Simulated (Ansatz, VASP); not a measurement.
## Cross-check of MgGaPSe between VASP and Ansatz

Wanted: the spread between two codes on one cell, functional and k mesh. The cell is invented: As first built, before any earlier steps moved the atoms (in the runner's words): it takes the ZnGaPS structure with some of its atoms replaced by other elements, volume scaled by an estimate. It may not be a known or stable phase. The cell is taken from a series of VASP runs on this material, whose earlier steps may have relaxed, scaled or displaced it; both programs get it as it stands. Other levels of theory on this material are compared in a session of their own. Valence electrons are named where the data sets of a main pair hold unlike numbers.

Calculated with Ansatz 0.2.0; plane waves, with VASP 6.6.1 beside it; single point at PBEsol with D3(BJ).

### 1. Set-up

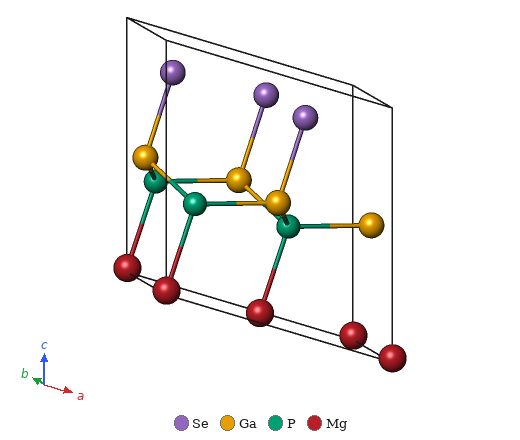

The starting structure, seen slightly off an axis (selenium purple, gallium orange, phosphorus teal, magnesium red). This picture shows the conventional cell, with its axes. Bonds to atoms that aren't drawn are left out. Some periodic images of atoms are drawn too.

### 2. Ansatz: single point, PBEsol with D3(BJ)

Ansatz runs on its default PAW (the set named soft_2) files.

With cell and atoms fixed, the geometry can't cause a difference; cores, projectors, grids and the points listed under the comparison can.

Contents of input.yaml:

```yaml
crystal:
  lattice:
    - [3.3957904926, -1.9605671365, 0.0002746655]
    - [3.3957904926, 1.9605671365, 0.0002746655]
    - [-2.261312742, 0.0, 6.693726781]
  atoms:
    - { symbol: Se, position: [0.6164393817, 0.6164393817, 0.8592685506] }
    - { symbol: Ga, position: [0.4952956285, 0.4952956285, 0.4928603086] }
    - { symbol: P, position: [0.1278096726, 0.1278096726, 0.3902155306] }
    - { symbol: Mg, position: [0.0021781652, 0.0021781652, 0.0167696102] }
hamiltonian:
  xc: pbesol
  pseudopotentials: { kind: paw }
  dispersion: d3bj
kpoints:
  mp_grid: { grid: [10, 10, 5] }
scf:
  occupations: { method: tetrahedron }
output:
  forces: true
  stress: true
```

The run is started by

```
ansatz run input.yaml --threads 2 --pin off --max-ram 4608MiB --backend cpu --events-out ev --progress --plain --runs-dir out
```

Numbers of over 12 decimals in the logs are rounded to 6 here.

The program printed:

```text
Warning: output.forces, output.stress, relax.cell or npt_langevin: where a Kohn–Sham band that disperses or a degenerate level is filled in part under the method tetrahedron, the forces or the stress that this run publishes need not agree with its energy (scf.occupations.method in the input reference, under Limitations); prefer a smearing scheme for the forces or the stress
Engine: ansatz 0.2.0, aarch64-unknown-linux-gnu
Pseudopotentials: kind: paw
Pseudopotential: Se, paw, valence charge 16, recommended cutoff 420 eV (normal), Se.paw.azcp
Pseudopotential: Ga, paw, valence charge 13, recommended cutoff 420 eV (normal), Ga.paw.azcp
Pseudopotential: P, paw, valence charge 5, recommended cutoff 420 eV (normal), P.paw.azcp
Pseudopotential: Mg, paw, valence charge 10, recommended cutoff 420 eV (normal), Mg.paw.azcp
Functional definition: PBEsol
  exchange = pbesol_x
  correlation = pbesol_c
Crystal: 4 atoms, lattice volume = 89.132 Å³
Basis set: ecut = 420 eV, 1745 PW (Γ), exchange–correlation on 54×54×96 points (8 copies of the dense FFT grid, shifted against one another)
Bands: 27, of which v1, the nominal top of the filled ones, is band 22 counted from 1 (21 counted from 0)
Symmetry: 2 space group operations
Space group: Cm (ITA 8), of the structure as read, at distance tolerance 4.5e-5 Å
k-points: 141 of 500 (time reversal used)
Non-local potential: Se, projectors of the file, l = 0: 2, l = 1: 2, l = 2: 3, l = 3: 1
Non-local potential: Ga, projectors of the file, l = 0: 2, l = 1: 2, l = 2: 3, l = 3: 1
Non-local potential: P, projectors of the file, l = 0: 2, l = 1: 2, l = 2: 2
Non-local potential: Mg, projectors of the file, l = 0: 3, l = 1: 2, l = 2: 1
PAW form: soft (Blöchl's): semilocal exchange-correlation on the pseudo side does not see the compensation charge
PAW frozen core: Se, regenerated for the run's functional, and the local potential with it (the file was generated under x = pbe(κ = 0.804, μ = 0.219515), c = pbe(β = 0.066725))
PAW frozen core: Ga, regenerated for the run's functional, and the local potential with it (the file was generated under x = pbe(κ = 0.804, μ = 0.219515), c = pbe(β = 0.066725))
PAW frozen core: P, regenerated for the run's functional, and the local potential with it (the file was generated under x = pbe(κ = 0.804, μ = 0.219515), c = pbe(β = 0.066725))
PAW frozen core: Mg, regenerated for the run's functional, and the local potential with it (the file was generated under x = pbe(κ = 0.804, μ = 0.219515), c = pbe(β = 0.066725))
PAW one-centre angular grid: Se, 590 points (default); XC on 64 Gauss nodes
PAW one-centre angular grid: Ga, 590 points (default); XC on 64 Gauss nodes
PAW one-centre angular grid: P, 110 points (default); XC on 64 Gauss nodes
PAW one-centre angular grid: Mg, 110 points (default); XC on 64 Gauss nodes
Initial density: superposition of atomic densities (neutral atoms: chi_scale 0, normalization atom), corrected by the library's trained network
Initial wavefunctions: pseudopotential atomic-orbital guess
Functional: x = pbesol(κ = 0.804, μ = 0.123457), c = pbesol(β = 0.046)
SCF iter   1: F=—  HF=-11823.409352 eV  |F-HF|=—  |Δ(HF+E_count)|=         —  Δρ=3.62e-3  dr2=1.97e-2  ethr=1.77e-3  ⟨swp⟩=7.0  Hψ=18166  notcnv=0
preconditioner: auto → Resta (q_TF=auto, 2.425 Å⁻¹)  ε∞=3.4  [insulator: Δε(μ)=1.519 eV  Ē_g=12.973 eV  n_scr=28 (ndim 8)  ℏωp=20.1 eV  f_vac=0.039  ε∞_Penn≈3.4]
SCF iter   2: F=—  HF=-11823.401849 eV  |F-HF|=—  |Δ(HF+E_count)|=   7.50e-3  Δρ=1.71e-3  dr2=3.56e-3  ethr=4.48e-5  ⟨swp⟩=3.0  Hψ=6509  notcnv=0  defer=141
SCF iter   3: F=—  HF=-11823.401209 eV  |F-HF|=—  |Δ(HF+E_count)|=   6.39e-4  Δρ=6.07e-4  dr2=3.13e-4  ethr=8.08e-6  ⟨swp⟩=2.7  Hψ=6269  notcnv=0  defer=141
SCF iter   4: F=—  HF=-11823.401086 eV  |F-HF|=—  |Δ(HF+E_count)|=   1.24e-4  Δρ=2.61e-4  dr2=9.38e-5  ethr=7.11e-7  ⟨swp⟩=3.0  Hψ=6473  notcnv=0  defer=141
SCF iter   5: F=—  HF=-11823.401095 eV  |F-HF|=—  |Δ(HF+E_count)|=   9.12e-6  Δρ=8.02e-5  dr2=8.81e-6  ethr=2.13e-7  ⟨swp⟩=2.2  Hψ=5654  notcnv=0  defer=141
SCF iter   6: F=—  HF=-11823.401101 eV  |F-HF|=—  |Δ(HF+E_count)|=   5.85e-6  Δρ=2.12e-5  dr2=4.50e-7  ethr=2.00e-8  ⟨swp⟩=2.8  Hψ=6338  notcnv=0  defer=141
SCF iter   7: F=-11823.401101 eV  HF=-11823.401101 eV  |F-HF|=2.81e-8  |Δ(HF+E_count)|=   6.18e-7  Δρ=5.42e-6  dr2=3.15e-8  ethr=2.27e-10  ⟨swp⟩=7.8  Hψ=16671  notcnv=0
SCF 1 converged in 7 iterations: F = -11823.401101 eV  dr2 = 3.15e-8
  greatest PAW one-centre occupation: 1.000 electrons in one spin orbital (limit 2), on the Mg atom at site 3 (counted from 0), in its partial waves of l = 0
SCF converged after 7 iterations
Stability not checked: this state was not tested for a lower state beside it, because cold or Methfessel-Paxton smearing, or corrected tetrahedra, fill the levels in a way that the test cannot read (fill_not_monotonic; see scf.lower_state_search)
Free energy (F): -11823.401101 eV
Harris-Foulkes:  -11823.401101 eV  (|F-HF|=2.81e-8)
Internal energy: -11823.401101 eV  (E = F + TS)
E sigma→0 (E₀):  -11823.401101 eV
Fermi energy:    5.991541 eV
--- Per-component energies (eV) ---
  E_band       = -813.888384
  E_kinetic    = 382.821241
  E_local      = -6707.043120  (includes V_loc(G=0)·N_el)
  E_nonlocal   = -36.966483
  E_hartree    = 3014.784370
  E_xc         = -262.731407
  E_vxc        = -255.705553  (∫ρ·V_xc dr)
  E_paw        = -4652.179053  (= ΣΔE_a)
  E_vpaw       = -226.568755  (= ΣTr[D̂ρ^β])
  E_aug_tail   = -0.000696  (compensation charges beyond the density's cutoff)
  E_ewald      = -3562.951004
  E_disp       = -1.111336  (pairwise vdW)
  E_core_change = 1.976387  (= ΣΔE_core)
  E_smearing   = -0.000000  (= −TS)
  E_closure    = -0.000000  (closes the sum)
  Σ components = -11823.401101   (vs F -11823.401101, Δ=0.00e0)
--- Forces (eV/Å), atoms counted from 1 ---
  atom   1  Se     0.00150787    -0.00000000    -0.00563740
  atom   2  Ga     0.00041737     0.00000000     0.01323517
  atom   3  P     -0.00405307    -0.00000000    -0.01127382
  atom   4  Mg     0.00212782     0.00000000     0.00374271
  max |Σ_I F_I| component: 6.67e-5 eV/Å
--- Stress (GPa, compression-positive) ---
        0.110567       0.000000       0.003332
        0.000000       0.102235      -0.000000
        0.003332      -0.000000       0.058192
  P = ⅓ Tr σ = 0.0903 GPa (0.903 kbar)
--- Band table (eV; the first three rows and the last of 141) ---
  k-point 0: bands = [... 18 lower, 5.1875, 5.7913, 5.9910, 5.9915, 7.5286, 9.1227, 10.6313, 10.6322, ... 1 higher]
  k-point 1: bands = [... 18 lower, 5.2049, 5.2062, 5.9548, 5.9553, 7.8679, 9.6023, 10.7119, 10.7133, ... 1 higher]
  k-point 2: bands = [... 18 lower, 5.2373, 5.2401, 5.8923, 5.8948, 8.0615, 10.2983, 10.8499, 10.8520, ... 1 higher]
  k-point 140: bands = [... 18 lower, 3.0501, 4.1790, 4.3745, 4.8422, 8.4941, 9.6325, 10.5463, 11.7941, ... 1 higher]
```

Wall time 25 s (2 threads of Arm Neoverse N1, shared host); peak memory 0.53 GiB; 50 s of CPU time.

The run ends at a pressure of 0.09 GPa, with forces up to 0.013 eV/Å.

### 3. VASP: single point, PBEsol with D3(BJ)

The same cell, functional, mesh and smearing now go to VASP, with its own data sets.

Lines of VASP's logs that name or quote its potential files are left out, and so is its time.

Contents of INCAR:

```
SYSTEM = MgGaPSe
PREC = Accurate
ENCUT = 400
EDIFF = 1E-06
NELM = 100
ISMEAR = -5
SIGMA = 0.05
LREAL = .FALSE.
ALGO = Normal
GGA = PS
IVDW = 12
NBANDS = 27
LORBIT = 11
LWAVE = .FALSE.
LCHARG = .FALSE.
KPAR = 2
NEDOS = 2001
```

Contents of POSCAR:

```
MgGaPSe
1.0
    3.3957904926     -1.9605671365      0.0002746655
    3.3957904926      1.9605671365      0.0002746655
   -2.2613127420      0.0000000000      6.6937267810
Se Ga P Mg
1 1 1 1
Direct
    0.6164393817      0.6164393817      0.8592685506
    0.4952956285      0.4952956285      0.4928603086
    0.1278096726      0.1278096726      0.3902155306
    0.0021781652      0.0021781652      0.0167696102
```

Contents of KPOINTS:

```
Automatic mesh
0
Gamma
10 10 5
0 0 0
```

The projector-augmented-wave data sets are Se, Ga_d, P and Mg (PBE family, release 64).

The run is started by

```
mpirun -np 2 vasp_std
```

The program printed:

```text
[banner, memory and clock lines left out]
running    2 mpi-ranks, on    1 nodes
 distrk:  each k-point on    1 cores,    2 groups
 distr:  one band on    1 cores,    1 groups

 POSCAR found type information on POSCAR SeGaP Mg
 POSCAR found :  4 types and       4 ions
|                                                                             |
|               ----> ADVICE to this user running VASP <----                  |
|                                                                             |
|     You enforced a specific xc type in the INCAR file but a different       |
|     [... a line on the potential file left out ...]
|     I HOPE YOU KNOW WHAT YOU ARE DOING!                                     |
|                                                                             |

 LDA part: xc-table for (Slater+PW92), standard interpolation
 POSCAR, INCAR and KPOINTS ok, starting setup
 FFT: planning ... GRIDC
 FFT: planning ... GRID_SOFT
 FFT: planning ... GRID
 WAVECAR not read
 entering main loop
       N       E                     dE             d eps       ncg     rms          rms(c)
DAV:   1     0.150510536705E+03    0.15051E+03   -0.95626E+03  8038   0.917E+02
DAV:   2     0.169283781118E+01   -0.14882E+03   -0.13718E+03  8391   0.270E+02
DAV:   3    -0.175850960793E+02   -0.19278E+02   -0.19017E+02  9615   0.761E+01
DAV:   4    -0.181375630011E+02   -0.55247E+00   -0.55155E+00  9059   0.141E+01
DAV:   5    -0.181471094376E+02   -0.95464E-02   -0.95429E-02  9529   0.178E+00    0.507E+00
DAV:   6    -0.175593858966E+02    0.58772E+00   -0.69088E-01 11692   0.118E+01    0.320E+00
DAV:   7    -0.174753222611E+02    0.84064E-01   -0.31010E-01  8960   0.252E+00    0.129E+00
DAV:   8    -0.174732433690E+02    0.20789E-02   -0.21996E-02  9585   0.133E+00    0.332E-01
DAV:   9    -0.174736400830E+02   -0.39671E-03   -0.26079E-03 10054   0.457E-01    0.138E-01
DAV:  10    -0.174736501816E+02   -0.10099E-04   -0.24191E-04  9316   0.871E-02    0.674E-02
DAV:  11    -0.174737154411E+02   -0.65259E-04   -0.50762E-05  8397   0.410E-02    0.242E-02
DAV:  12    -0.174737215119E+02   -0.60707E-05   -0.73585E-06  9353   0.127E-02    0.854E-03
DAV:  13    -0.174737218852E+02   -0.37335E-06   -0.97618E-07  7525   0.590E-03
   1 F= -.18584753E+02 E0= -.18584753E+02  d E =0.000000E+00
```

Parts of OUTCAR (step 3):

```text
ion  position               nearest neighbor table
   1  0.616  0.616  0.859-   2 2.45   4 2.50   4 2.50   4 2.50
   2  0.495  0.495  0.493-   3 2.37   3 2.37   3 2.37   1 2.45
   3  0.128  0.128  0.390-   2 2.37   2 2.37   2 2.37   4 2.50
   4  0.002  0.002  0.017-   1 2.50   1 2.50   1 2.50   3 2.50

  LATTYP: Found a base centered monoclinic cell.
 ALAT       =     6.7915810074
 B/A-ratio  =     0.5773522054
 C/A-ratio  =     1.0403136265
 COS(beta)  =    -0.3199789895

 Subroutine GETGRP returns: Found  2 space group operations
 (whereof  2 operations were pure point group operations)

The static configuration has the point symmetry C_1h.

 Found    141 irreducible k-points:

   k-points           NKPTS =    141   k-points in BZ     NKDIM =    141   number of bands    NBANDS=     27

   dimension x,y,z NGX =    28 NGY =   28 NGZ =   48
   dimension x,y,z NGXF=    56 NGYF=   56 NGZF=   96

   ENCUT  =  400.0 eV  29.40 Ry    5.42 a.u.   6.39  6.39 11.52*2*pi/ulx,y,z

   NELECT =      26.0000    total number of electrons

 k-points in reciprocal lattice and weights: Automatic mesh
   0.00000000  0.00000000  0.00000000       0.002
   0.10000000  0.00000000  0.00000000       0.008
   0.20000000  0.00000000  0.00000000       0.008
   0.30000000  0.00000000  0.00000000       0.008
   0.40000000 -0.00000000 -0.00000000       0.008
   0.50000000  0.00000000  0.00000000       0.004
   0.10000000  0.10000000  0.00000000       0.004
   0.20000000  0.10000000  0.00000000       0.008
   0.30000000  0.10000000  0.00000000       0.008
[...]
-0.10000000 -0.20000000  0.40000000       0.008
  -0.10000000 -0.10000000  0.40000000       0.004

 average (electrostatic) potential at core
       1 -54.1483       2 -66.6209       3 -84.4477       4 -37.3922

 E-fermi :   2.8378

 k-point     1 :       0.0000    0.0000    0.0000
  band No.  band energies     occupation
    ...
      9       2.0269      2.00000
     10       2.0274      2.00000
     11       2.6300      2.00000
     12       2.8313      2.00000
     13       2.8319      2.00000
     14       4.3724      0.00000
     15       5.9691      0.00000
     16       7.4784      0.00000
     17       7.4793      0.00000
     18       8.0240      0.00000
    ...

 k-point     2 :       0.1000    0.0000    0.0000
  band No.  band energies     occupation
    ...
      9       1.4184      2.00000
     10       1.9205      2.00000
     11       1.9869      2.00000
     12       2.5690      2.00000
     13       2.6602      2.00000
     14       5.1672      0.00000
     15       6.3671      0.00000
     16       7.3972      0.00000
     17       7.8365      0.00000
     18       8.2722      0.00000
    ...

 k-point     3 :       0.2000    0.0000    0.0000
  band No.  band energies     occupation
    ...
      9       0.2172      2.00000
     10       0.8833      2.00000
     11       1.6564      2.00000
     12       2.2961      2.00000
     13       2.3403      2.00000
     14       5.7644      0.00000
     15       6.7321      0.00000
     16       7.8613      0.00000
     17       8.3536      0.00000
     18       8.6970      0.00000
    ...

 Edisp (eV)   -1.11103

  Total      -0.01366    -0.01872     0.00069     0.00000     0.00000     0.00200
  in kB      -0.24549    -0.33657     0.01239     0.00000     0.00000     0.03595
  external pressure =       -0.19 kB  Pullay stress =        0.00 kB

  energy-cutoff  :      400.00
  volume of cell :       89.13
      direct lattice vectors                 reciprocal lattice vectors
     3.395790493 -1.960567136  0.000274666     0.147237098 -0.255028247  0.049740471
     3.395790493  1.960567136  0.000274666     0.147237098  0.255028247  0.049740471
    -2.261312742  0.000000000  6.693726781    -0.000012083  0.000000000  0.149389527

 POSITION                                       TOTAL-FORCE (eV/Angst)
 -----------------------------------------------------------------------------------
      2.24352      0.00000      5.75205         0.001274      0.000000     -0.001764
      2.24933      0.00000      3.29934         0.000969      0.000000     -0.002837
     -0.01437      0.00000      2.61207        -0.004233      0.000000     -0.001313
     -0.02313      0.00000      0.11225         0.001990      0.000000      0.005915
 -----------------------------------------------------------------------------------
    total drift:                                0.000621      0.000000      0.000526

  FREE ENERGIE OF THE ION-ELECTRON SYSTEM (eV)
  ---------------------------------------------------
  free  energy   TOTEN  =       -18.5847528242 eV

  energy  without entropy=      -18.5847528242  energy(sigma->0) =      -18.58475282

 total charge
# of ion       s       p       d       tot
------------------------------------------
    1        1.436   2.521   0.018   3.975
    2        0.862   0.791  10.014  11.668
    3        1.018   1.511   0.000   2.529
    4        0.185   0.164   0.038   0.386
--------------------------------------------------
tot          3.501   4.987  10.070  18.557

[... 3 further parts left out ...]
```

The gap is read on the k-mesh alone, so it is an upper bound where the band edges lie off the mesh.

### 4. Side by side

Known differences besides the potentials themselves: the data sets hold 44 valence electrons in Ansatz (on its default PAW (the set named soft_2) files) and 26 in VASP; the cutoff is 420 eV in Ansatz and 400 eV in VASP; Ansatz makes its cores anew for this functional, VASP keeps those of its PBE data sets; VASP leaves aspherical gradient terms in its spheres out (LASPH is not set), Ansatz keeps them. Total energies have different zeros and are not compared.

Both answers:

```csv
quantity,Ansatz,VASP,difference
pressure (GPa),0.09,-0.02,+0.11
gap on the k mesh (eV),1.537,1.540,-0.003
```

At this near-relaxed geometry the largest component of a force difference is 16 meV/Å. A gap on the mesh is an upper bound, since the band edges may lie between its points. Ansatz's pressure holds a Pulay correction of 0.02 GPa; VASP's holds none.

### 5. Results

- difference in gap on the k mesh (single point, PBEsol with D3(BJ)): -0.0035 eV

What this shows: The difference in gap on the k mesh is -0.0035 eV (single point, PBEsol with D3(BJ)), within the 0.08 eV picked in this series as the mark of a large difference. The data sets hold unlike numbers of valence electrons (44 in Ansatz and 26 in VASP), so part of the differences comes from the potentials. 9 further runs of this series are not shown here. How closely two codes agree says nothing of how well the functional describes the real material.

[Lines on the potential files, build, host, timing and source positions are cut from VASP's logs without a mark.]

[Logs are printed without paths, hosts, clocks, repeated set-up lines and the standing remarks that a program may print on its own settings, such as how far it seeks lower states.]

[Hosts, paths, dates, database ids (printed as entryN), source tags and the programs' standing remarks are cut or masked in the printed files.]
